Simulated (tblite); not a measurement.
Geometry relaxation of C5H9GaN2 (part 4 of 4)

C5H9GaN2; GFN2-xTB geometry optimisation, gas phase (tblite 0.8.0). It belongs to a series of runs on one base structure; here: B replaced by Ga.

Geometry of the input (Å):
```
C  3.6847  0.7841  0.0855
C  2.3749  0.1047  0.0559
N  1.3648  -0.4379  0.0645
Ga -0.3353  -1.2732  0.0395
C  -1.6097  0.0069  -0.7981
C  -2.9868  -0.3392  -0.3250
C  -1.1640  1.3534  -0.4326
N  -0.8269  2.4167  -0.1236
H  4.3609  0.4479  -0.7134
H  4.1667  0.5167  1.0533
H  3.5665  1.8879  0.0240
H  -0.2600  -2.6222  -0.8031
H  -0.7561  -1.4977  1.5817
H  -1.4889  -0.1189  -1.9033
H  -3.4287  0.5342  0.2237
H  -3.0299  -1.2072  0.3773
H  -3.6395  -0.5442  -1.2079
```

## Trajectory as extended XYZ, continued
```
17
Properties=species:S:1:pos:R:3:forces:R:3 step=211 energy=-605.81536
C     2.9484    1.0008    0.3090   -0.0080  -0.0020   0.0120
C     1.9956   -0.0475    0.3737   -0.0320  -0.0520  -0.0130
N     1.2626   -0.9325    0.4526    0.0240   0.0310   0.0000
Ga   -0.3922   -1.7874   -0.3527   -0.0280  -0.0020   0.0080
C    -1.4692   -0.1053   -0.9638    0.0130  -0.0130   0.0020
C    -2.5930    0.1558    0.0511   -0.0080  -0.0070  -0.0100
C    -0.5194    0.9434   -0.9857   -0.0160  -0.0070  -0.0230
N     0.3252    1.7250   -0.9379    0.0370   0.0260   0.0070
H     3.6217    0.8150   -0.5264    0.0430  -0.0010  -0.0120
H     3.5126    1.0600    1.2388    0.0040   0.0070   0.0130
H     2.4116    1.9329    0.1268   -0.0170   0.0230  -0.0020
H     0.3649   -2.6397   -1.4092    0.0050  -0.0020  -0.0110
H    -0.9870   -2.5118    0.8772    0.0050  -0.0010   0.0070
H    -1.8784   -0.2285   -1.9762   -0.0120   0.0010   0.0040
H    -3.1789    1.0373   -0.2146    0.0020   0.0090   0.0060
H    -2.1724    0.3038    1.0483   -0.0070  -0.0060  -0.0030
H    -3.2589   -0.7092    0.0875   -0.0050  -0.0050   0.0140
17
Properties=species:S:1:pos:R:3:forces:R:3 step=216 energy=-605.81640
C     2.9480    0.9970    0.3045    0.0040   0.0120   0.0010
C     1.9957   -0.0523    0.3708    0.0240   0.0240   0.0020
N     1.2560   -0.9304    0.4574   -0.0150  -0.0230  -0.0070
Ga   -0.3990   -1.7790   -0.3597   -0.0020  -0.0030  -0.0050
C    -1.4705   -0.0961   -0.9702   -0.0020   0.0010   0.0100
C    -2.5855    0.1457    0.0598   -0.0130   0.0040  -0.0020
C    -0.5178    0.9505   -0.9909   -0.0030   0.0050   0.0020
N     0.3335    1.7254   -0.9411   -0.0160   0.0000  -0.0070
H     3.6580    0.7878   -0.4956    0.0110  -0.0040   0.0160
H     3.4733    1.0958    1.2542   -0.0080  -0.0030  -0.0040
H     2.4110    1.9184    0.0687   -0.0020  -0.0020  -0.0020
H     0.3715   -2.6277   -1.4086    0.0040  -0.0160  -0.0160
H    -1.0083   -2.4975    0.8650    0.0050  -0.0130   0.0140
H    -1.8912   -0.2087   -1.9786   -0.0020  -0.0020  -0.0040
H    -3.1755    1.0318   -0.1802    0.0060   0.0070  -0.0030
H    -2.1557    0.2727    1.0562   -0.0020   0.0000   0.0000
H    -3.2504   -0.7215    0.0866    0.0080   0.0130   0.0040
17
Properties=species:S:1:pos:R:3:forces:R:3 step=222 energy=-605.81735
C     2.9532    0.9997    0.2946   -0.0040  -0.0080   0.0070
C     2.0142   -0.0622    0.3514    0.0010  -0.0200  -0.0130
N     1.2828   -0.9489    0.4219   -0.0030   0.0090  -0.0060
Ga   -0.4042   -1.7821   -0.3579    0.0000  -0.0100   0.0060
C    -1.4656   -0.0890   -0.9689    0.0080   0.0000   0.0150
C    -2.5896    0.1393    0.0540   -0.0060   0.0120   0.0090
C    -0.5193    0.9635   -0.9615   -0.0100  -0.0160  -0.0220
N     0.3234    1.7459   -0.8949    0.0070   0.0230  -0.0040
H     3.6979    0.7849   -0.4719   -0.0050   0.0040   0.0080
H     3.4408    1.1273    1.2601   -0.0020   0.0070   0.0170
H     2.4053    1.9051    0.0225    0.0140   0.0010  -0.0090
H     0.3347   -2.6691   -1.4016   -0.0100   0.0080  -0.0040
H    -1.0059   -2.4713    0.8927    0.0210   0.0050  -0.0130
H    -1.8768   -0.1841   -1.9832    0.0070  -0.0130   0.0030
H    -3.1731    1.0323   -0.1763    0.0020   0.0030   0.0000
H    -2.1685    0.2462    1.0563    0.0040   0.0110   0.0080
H    -3.2564   -0.7253    0.0611   -0.0260  -0.0150  -0.0030
17
Properties=species:S:1:pos:R:3:forces:R:3 step=227 energy=-605.81843
C     2.9524    1.0014    0.3041    0.0110  -0.0010  -0.0150
C     2.0227   -0.0704    0.3432   -0.0270   0.0080   0.0120
N     1.2894   -0.9568    0.3972    0.0230   0.0160  -0.0160
Ga   -0.4095   -1.7899   -0.3692    0.0220   0.0290   0.0110
C    -1.4668   -0.0909   -0.9670   -0.0020  -0.0290  -0.0210
C    -2.5830    0.1415    0.0634    0.0040   0.0060  -0.0120
C    -0.5219    0.9620   -0.9739   -0.0010  -0.0070   0.0290
N     0.3173    1.7481   -0.9080    0.0280   0.0330  -0.0210
H     3.7220    0.7860   -0.4373    0.0120  -0.0090   0.0210
H     3.4093    1.1541    1.2822   -0.0320  -0.0240  -0.0210
H     2.4062    1.8975   -0.0022   -0.0120  -0.0120   0.0100
H     0.3096   -2.6829   -1.4207   -0.0050   0.0070   0.0030
H    -1.0015   -2.4623    0.8927    0.0190  -0.0190   0.0020
H    -1.8857   -0.1902   -1.9770   -0.0130  -0.0110  -0.0210
H    -3.1638    1.0367   -0.1644   -0.0110   0.0000   0.0020
H    -2.1518    0.2502    1.0607   -0.0070   0.0000   0.0280
H    -3.2520   -0.7222    0.0748   -0.0100   0.0130   0.0100
17
Properties=species:S:1:pos:R:3:forces:R:3 step=233 energy=-605.82202
C     2.9198    1.0048    0.3325    0.0070   0.0480  -0.0010
C     1.9980   -0.0744    0.3387    0.0290   0.0300   0.0130
N     1.2714   -0.9670    0.3711    0.0180   0.0050  -0.0020
Ga   -0.4097   -1.8045   -0.4069   -0.0040   0.0080  -0.0080
C    -1.4768   -0.1042   -0.9734    0.0120   0.0340   0.0080
C    -2.5382    0.1664    0.1063   -0.0010  -0.0100  -0.0180
C    -0.5175    0.9358   -1.0397    0.0040   0.0100  -0.0260
N     0.3294    1.7168   -1.0326   -0.0080  -0.0170   0.0130
H     3.7570    0.7717   -0.3280   -0.0520   0.0080   0.0430
H     3.2854    1.2042    1.3411   -0.0240  -0.0430  -0.0410
H     2.3894    1.8838   -0.0483    0.0240  -0.0570  -0.0120
H     0.3110   -2.6665   -1.4809    0.0020   0.0030   0.0040
H    -0.9880   -2.5101    0.8420    0.0130  -0.0140   0.0060
H    -1.9413   -0.2119   -1.9641   -0.0130  -0.0020   0.0350
H    -3.1324    1.0532   -0.1203    0.0020   0.0010  -0.0090
H    -2.0593    0.3092    1.0780    0.0060  -0.0090  -0.0090
H    -3.2052   -0.6954    0.1828   -0.0170   0.0050   0.0050
17
Properties=species:S:1:pos:R:3:forces:R:3 step=238 energy=-605.82402
C     2.9075    1.0135    0.3472    0.0000   0.0060  -0.0050
C     2.0010   -0.0771    0.3300    0.0000   0.0060  -0.0100
N     1.2866   -0.9798    0.3421    0.0000  -0.0030   0.0110
Ga   -0.4034   -1.8122   -0.4154   -0.0080  -0.0090  -0.0070
C    -1.4863   -0.1154   -0.9666   -0.0050   0.0060  -0.0010
C    -2.5322    0.1861    0.1197    0.0050   0.0010  -0.0080
C    -0.5187    0.9141   -1.0681    0.0030   0.0020  -0.0030
N     0.3371    1.6852   -1.0818   -0.0050  -0.0040   0.0060
H     3.7785    0.7782   -0.2643   -0.0040   0.0000   0.0080
H     3.2178    1.2278    1.3696   -0.0050   0.0110  -0.0080
H     2.3864    1.8758   -0.0786    0.0120  -0.0190   0.0060
H     0.2998   -2.6597   -1.5117   -0.0010   0.0040   0.0010
H    -0.9400   -2.5394    0.8408    0.0000   0.0060  -0.0010
H    -1.9697   -0.2385   -1.9463    0.0020   0.0030   0.0150
H    -3.1011    1.0894   -0.1079    0.0060   0.0020   0.0030
H    -2.0441    0.3171    1.0886   -0.0020  -0.0040  -0.0130
H    -3.2262   -0.6530    0.2012    0.0000  -0.0090   0.0050
17
Properties=species:S:1:pos:R:3:forces:R:3 step=244 energy=-605.82494
C     2.8918    1.0149    0.3523    0.0010  -0.0140  -0.0030
C     1.9841   -0.0751    0.3298    0.0020   0.0000   0.0050
N     1.2732   -0.9805    0.3442   -0.0130   0.0060  -0.0100
Ga   -0.4104   -1.8170   -0.4383    0.0030   0.0190   0.0120
C    -1.4919   -0.1149   -0.9757    0.0250  -0.0020  -0.0120
C    -2.5044    0.1883    0.1393   -0.0220  -0.0110   0.0270
C    -0.5186    0.9075   -1.0939    0.0100   0.0280   0.0060
N     0.3386    1.6772   -1.1150   -0.0170  -0.0270  -0.0030
H     3.7965    0.7500   -0.1958   -0.0130   0.0160   0.0190
H     3.1397    1.2708    1.3826    0.0050   0.0110  -0.0250
H     2.4002    1.8605   -0.1371    0.0070  -0.0230   0.0070
H     0.3091   -2.6513   -1.5313    0.0080  -0.0110  -0.0150
H    -0.9536   -2.5483    0.8121   -0.0040  -0.0030  -0.0010
H    -2.0018   -0.2287   -1.9417    0.0030  -0.0040  -0.0070
H    -3.0738    1.0968   -0.0657    0.0020  -0.0080   0.0000
H    -1.9856    0.3107    1.0932   -0.0060   0.0040   0.0060
H    -3.2000   -0.6489    0.2395    0.0100   0.0200  -0.0060
17
Properties=species:S:1:pos:R:3:forces:R:3 step=249 energy=-605.82568
C     2.8817    1.0135    0.3537    0.0020   0.0060   0.0200
C     1.9760   -0.0774    0.3308   -0.0230  -0.0100   0.0100
N     1.2600   -0.9789    0.3418    0.0150   0.0040   0.0010
Ga   -0.4117   -1.8195   -0.4525    0.0090   0.0060  -0.0020
C    -1.4920   -0.1122   -0.9732   -0.0060  -0.0120   0.0110
C    -2.4906    0.1914    0.1558    0.0090   0.0050   0.0050
C    -0.5172    0.9071   -1.1044   -0.0150  -0.0050   0.0000
N     0.3439    1.6715   -1.1394    0.0020   0.0010  -0.0010
H     3.8144    0.7281   -0.1320    0.0010   0.0160  -0.0060
H     3.0765    1.3159    1.3831   -0.0060   0.0020  -0.0300
H     2.4126    1.8360   -0.1946    0.0160  -0.0230   0.0090
H     0.3168   -2.6393   -1.5531   -0.0040   0.0010   0.0010
H    -0.9567   -2.5670    0.7876   -0.0030  -0.0010  -0.0040
H    -2.0144   -0.2260   -1.9326   -0.0010   0.0070  -0.0070
H    -3.0583    1.1032   -0.0389    0.0020  -0.0080  -0.0010
H    -1.9596    0.3079    1.1035   -0.0010   0.0080   0.0090
H    -3.1884   -0.6422    0.2629    0.0020   0.0020  -0.0140
17
Properties=species:S:1:pos:R:3:forces:R:3 step=255 energy=-605.82615
C     2.8785    1.0092    0.3499    0.0060  -0.0010   0.0040
C     1.9743   -0.0831    0.3451    0.0000   0.0070  -0.0040
N     1.2558   -0.9823    0.3642   -0.0030  -0.0070  -0.0010
Ga   -0.4069   -1.8180   -0.4600    0.0020   0.0030   0.0020
C    -1.4940   -0.1116   -0.9663    0.0010  -0.0020  -0.0020
C    -2.4880    0.1950    0.1655    0.0010   0.0000   0.0010
C    -0.5183    0.9061   -1.1034    0.0060   0.0030   0.0000
N     0.3443    1.6686   -1.1455   -0.0050  -0.0050   0.0000
H     3.8248    0.7123   -0.1015   -0.0060   0.0000  -0.0010
H     3.0453    1.3535    1.3700    0.0010   0.0030   0.0040
H     2.4199    1.8080   -0.2396    0.0000  -0.0020  -0.0030
H     0.3389   -2.6117   -1.5684   -0.0010   0.0020   0.0000
H    -0.9630   -2.5928    0.7579   -0.0010  -0.0010   0.0010
H    -2.0202   -0.2232   -1.9244   -0.0020   0.0020   0.0040
H    -3.0575    1.1048   -0.0320    0.0010   0.0010   0.0020
H    -1.9560    0.3160    1.1123   -0.0020   0.0010  -0.0060
H    -3.1849   -0.6388    0.2748   -0.0010  -0.0030  -0.0010
```

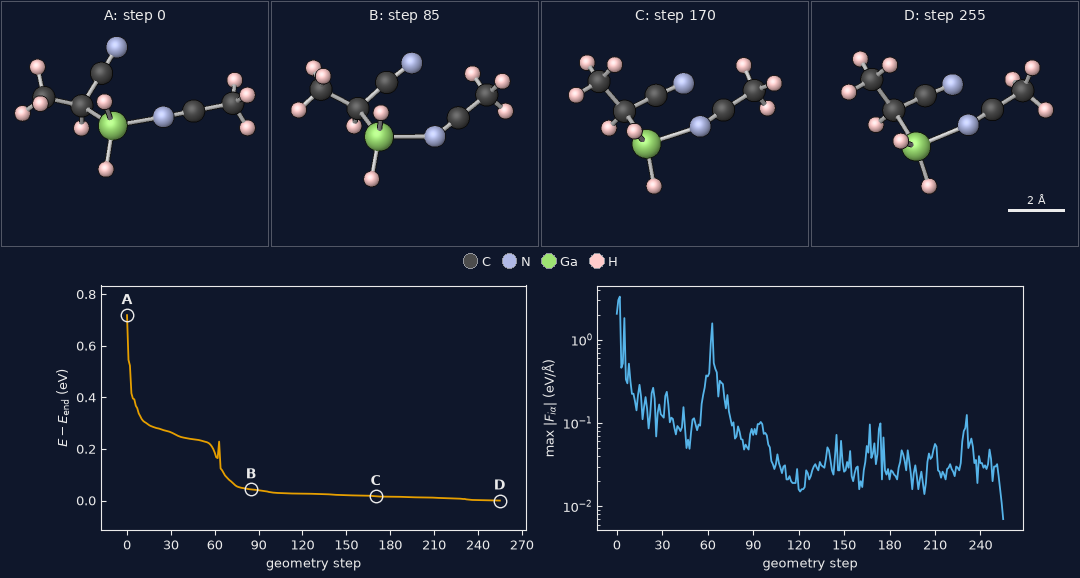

**Figure 1.** Frames of the relaxation (ball-and-stick view, seen at a tilt) above the curves, on which the letters mark them (steps are counted from 0).

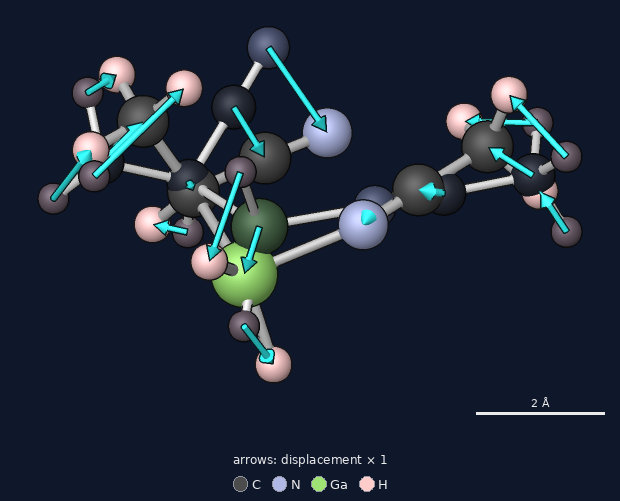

**Figure 2.** Start (faint) and end (solid) with the displacements as teal arrows, at true length (ball-and-stick view, seen at a tilt). The two geometries are laid on each other by the best rigid fit. Over 255 geometry steps the energy falls by 0.719 eV. Largest force component: 2.1 eV/Å at the start, 0.007 eV/Å at the end. H16 moves most after the best rigid fit: 1.99 Å. Largest moves by element: H 1.99 Å, N 1.65 Å, C 0.96 Å, Ga 0.79 Å. Distances before and after: N3–Ga4 1.894 → 2.035 Å, Ga4–C5 1.991 → 2.086 Å, Ga4–H13 1.614 → 1.547 Å, C1–C2 1.476 → 1.418 Å. Among the angles that change: C2–N3–Ga4 177.6° → 145.5°, N3–Ga4–H12 109.8° → 96.1°, C5–Ga4–H12 110.6° → 119.7°. (Atoms are counted from 1 in the order of the input.)
